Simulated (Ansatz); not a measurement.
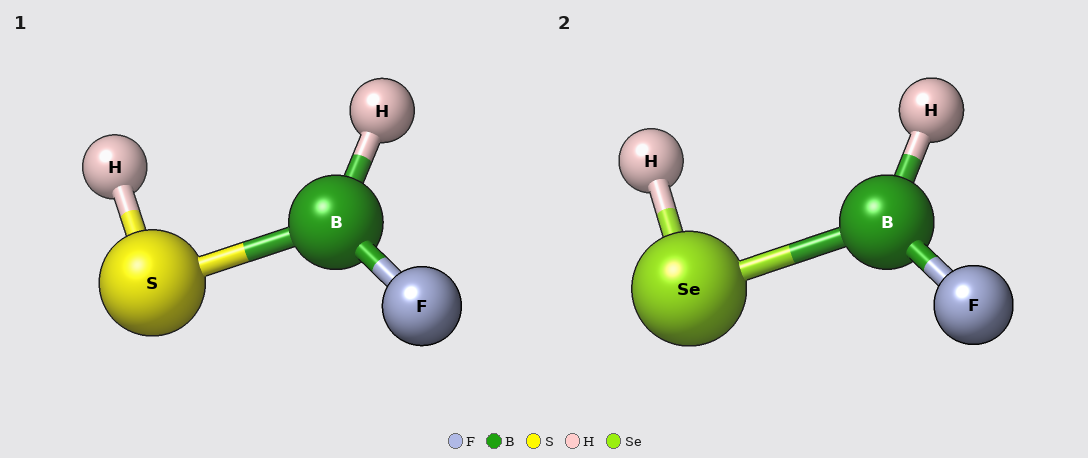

2 molecules with one skeleton, seen from the same side and at one scale. Charge 0, singlet. Computed geometries: PBE0-D4/def2-TZVP optimisations, one conformation each. Properties computed with Ansatz 0.2.0.

One atom differs, called X below: S in panel 1, Se in panel 2. Their formulas are BFH2S (`FBS`), BFH2Se (`FB[SeH]`).

Question: In which is the length of X–B larger (PBE0-D4/def2-TZVP)?

Answer: In panel 2 (X = Se).

Question: In which is the vertical ionisation energy higher (r2SCAN-D4/def2-TZVPP)?

Answer: In panel 1 (X = S).

Give the values. With PBE0-D4/def2-TZVP: length of X–B (Å), length of X–H (Å), angle B–X–H (°). With revPBE-D4/def2-TZVPP: HOMO energy (Kohn–Sham orbital) (eV), HOMO–LUMO gap (eV). With r2SCAN-D4/def2-TZVPP: dipole moment (D), vertical ionisation energy (eV).

```
                            quantity  1 (S)  2 (Se)   2 − 1
                   length of X–B (Å)  1.794   1.934  +0.140
                   length of X–H (Å)  1.342   1.467  +0.125
                     angle B–X–H (°)   94.9    93.3    −1.6
HOMO energy (Kohn–Sham orbital) (eV)  −7.08   −6.61   +0.47
                  HOMO–LUMO gap (eV)   5.53    4.94   −0.59
                   dipole moment (D)   1.54    1.27   −0.27
     vertical ionisation energy (eV)  10.87   10.23   −0.64
```
